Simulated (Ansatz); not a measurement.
# BCCD(T)/STO-3G run of BH3F− (SMILES [H][B-]([H])([H])F)

Aim: the vertical singlet–triplet gap of BH3F− at BCCD(T)/STO-3G, from 2 runs. 

The calculation is run with Ansatz 0.2.0.

3 further runs of the same task are left out: 2 that didn't finish, 1 set aside as unsound or not needed.

## Step 1: The structure to begin with

BH3F−: 5 atoms, total charge -1, spin state singlet. As SMILES, `[H][B-]([H])([H])F`. The coordinates come from a GFN2-xTB relaxation.

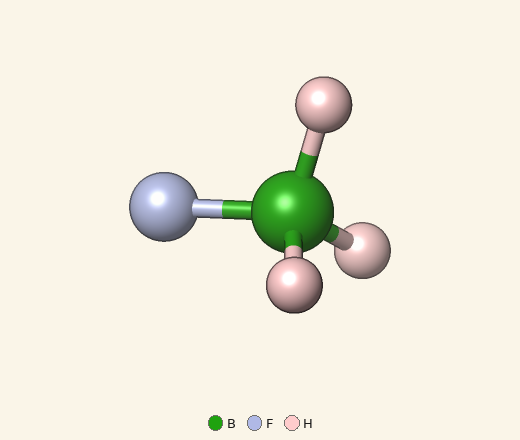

The structure, seen from a chosen angle (boron green, fluorine light blue, hydrogen pink).

## Step 2: A single-point energy at BCCD(T)/STO-3G

run.yaml reads:

```yaml
crystal:
  periodic: [false, false, false]
  atoms:
    - {symbol: B, position_ang: [-0.000350, 0.000360, -0.057130]}
    - {symbol: F, position_ang: [0.012500, -0.020940, 1.389230]}
    - {symbol: H, position_ang: [1.160070, 0.011720, -0.454270]}
    - {symbol: H, position_ang: [-0.590550, 1.012650, -0.424140]}
    - {symbol: H, position_ang: [-0.581670, -1.003790, -0.453700]}
basis:
  gaussian: {orbitals: STO-3G}
total_charge: -1
correlation: {method: bccd_t, frozen_orbitals: {B: 1, F: 1, H: 0}}
accuracy: high
scf: {omitted_lower_state_checks: [cluster_reference, increment]}
```

Run with:

```
$ ansatz run run.yaml --threads 1 --pin off --max-ram 2610MiB --events-out events.jsonl --progress --plain --runs-dir runs
```

Log (excerpt; [...] marks lines left out):

```text
Warning: RAYON_NUM_THREADS=1 ignored (pool sized by the plan → 1); use --threads N
Functional definition: HF
  name "HF"
[...]
207 factors; integrals over basis functions are off by at most 2.4e-8 eV
[...]
mean field -3375.46027601 eV, -124.0458771742 hartree, gradient 1.5e-8 eV, S^2 0.000000; 0 other end points of the search recorded, 0 dependent functions left out
2 core orbitals not correlated: weight in the atoms' cores, before any rotation towards them, 1.000 or more for the frozen orbitals, at most 0.000 for the correlated occupied ones
reference -3375.46027601 eV, -124.0458771742 hartree; 7, 7 occupied and 4, 4 virtual orbitals, 207 factors
second order -1.47597665 eV of doubles, -0.00000000 eV of singles
cycle   1  -1.83741620 eV  change   -3.6e-1 eV  update   4.9e-2
[...]
cycle  17  -2.02872443 eV  change   1.5e-10 eV  update  2.8e-10
perturbative correction -0.03302554 eV, -0.0012136662 hartree
Total energy: -3377.52202598 eV, -124.1216450880 hartree
Checks for a lower state left out: cluster_reference, increment
```

Wall time 0.12 s (1 thread of Arm Neoverse V1, shared host).

## Step 3: The triplet

input.yaml reads:

```yaml
crystal:
  periodic: [false, false, false]
  atoms:
    - {symbol: B, position_ang: [-0.000350, 0.000360, -0.057130]}
    - {symbol: F, position_ang: [0.012500, -0.020940, 1.389230]}
    - {symbol: H, position_ang: [1.160070, 0.011720, -0.454270]}
    - {symbol: H, position_ang: [-0.590550, 1.012650, -0.424140]}
    - {symbol: H, position_ang: [-0.581670, -1.003790, -0.453700]}
basis:
  gaussian: {orbitals: STO-3G}
total_charge: -1
magnetization: {spin_polarized: true, initial_magnetization: 2}
correlation: {method: bccd_t, frozen_orbitals: {B: 1, F: 1, H: 0}}
accuracy: high
scf: {omitted_lower_state_checks: [cluster_reference, increment]}
```

Run with:

```
$ ansatz run input.yaml --threads 1 --pin off --max-ram 2610MiB --events-out events.jsonl --progress --plain --runs-dir runs
```

Log:

```text
Warning: RAYON_NUM_THREADS=1 ignored (pool sized by the plan → 1); use --threads N
[... 18 lines left out ...]
2 core orbitals not correlated: weight in the atoms' cores, before any rotation towards them, 1.000 or more for the frozen orbitals, at most 0.000 for the correlated occupied ones
[... 128 lines left out ...]
Total energy: -3364.12068217 eV, -123.6291547869 hartree
Checks for a lower state left out: cluster_reference, increment
```

It took 0.8 s on 1 thread of Arm Neoverse V1, shared host.

## Step 4: What came out

Level: BCCD(T)/STO-3G, 2 core orbitals frozen.

| quantity | value |
| --- | --- |
| singlet: total energy | -124.12165 Eh |
| singlet: correlation energy (2 core orbitals frozen) | -75.8 mEh |
| singlet: (T) correction | -1.21 mEh |
| triplet: total energy | -123.62915 Eh |
| triplet: correlation energy (2 core orbitals frozen) | -58.0 mEh |
| triplet: (T) correction | -0.49 mEh |
| triplet: ⟨S²⟩ of the reference determinant | 2.006 |
| vertical energy of the triplet above the singlet | 13.401 eV |

**Reading.** At this shape the triplet lies 13.40 eV (1293 kJ/mol) above the singlet. For an anion a state so high probably lies above electron detachment. In a minimal basis such a difference can be off by several eV, whatever the method. The triples (singlet) make up 1.6 % of the correlation energy. The triples (triplet) make up 0.8 % of the correlation energy.
